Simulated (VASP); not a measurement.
Shape and ions are relaxed at each volume.

Energy against volume of Lu (hcp). Method: PBE GGA with D4 dispersion, VASP's PBE PAW potentials (set 64) (plane waves; VASP).

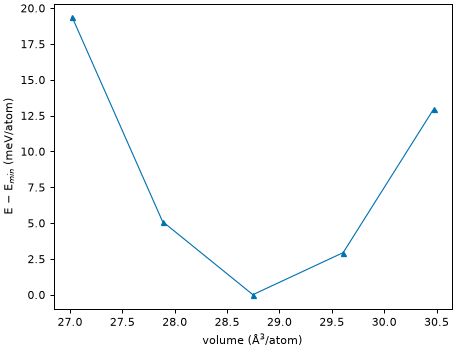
Energy against volume

Estimate the equilibrium volume and the bulk modulus.

The minimum lies near 28.8 Å³/atom, and the curvature gives B0 of about 49 GPa.

Measured: bulk modulus 47.6 GPa (computed value off by +3.2 %), as given by Wikipedia, Lutetium (infobox). The calculation is for a static lattice, while the measured bulk modulus holds thermal and zero-point effects, which are part of the difference.

The compound is Lu in the hcp structure. It was relaxed first.
